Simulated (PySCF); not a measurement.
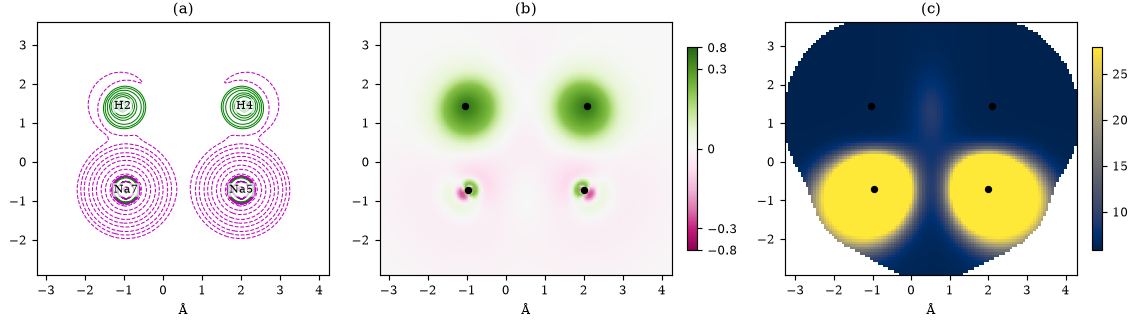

Figure. (NaH)4 cube (H4Na4). Three fields in the plane of H2, H4, Na5 and Na7. (a): solid green lines positive, dashed magenta lines negative. (b): green positive, pink negative.

Level of theory: PBE0/def2-TZVP (PySCF), at a geometry from GFN2-xTB. No frequency check shows the geometry to be a minimum. GFN2-xTB bond lengths at metals and heavier atoms can be off by up to 0.1 Å and shapes distorted, which carries into these values.

> The panels show, in some order, the negative Laplacian of the density (−∇²ρ), average local ionisation energy and deformation density. Which is which?

(a) is the negative Laplacian of the density (−∇²ρ): shells alternate in sign around each nucleus and valence concentrations outline the bonding and non-bonding pairs. (b) is the deformation density: it has both signs, with gains where valence electrons gather and losses around them. (c) is the average local ionisation energy: it is high near the heavier nuclei and lowest where loosely bound electrons reach out.
